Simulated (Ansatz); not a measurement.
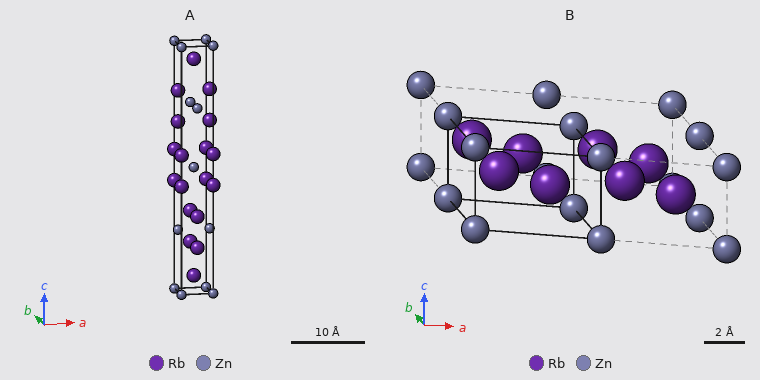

Two structures of Rb₂Zn, each relaxed to rest (conventional cells in solid outline, small ones repeated, not to one scale). Method: DFT PBE, scalar-relativistic, plane waves, PAW (Ansatz 0.2.0), without spin polarisation.

### What structure does each panel show?

A: 12 atoms a cell on a body-centred tetragonal lattice, I4_1/amd. B: AlB₂ type, P6/mmm.

### Which polymorph is favoured?

A is lower, by 127 meV/atom at this level of theory (energies at zero smearing). Volumes: A 58.5, B 54.6 Å³/atom.

One or both may be structure types tried for this composition rather than known phases.
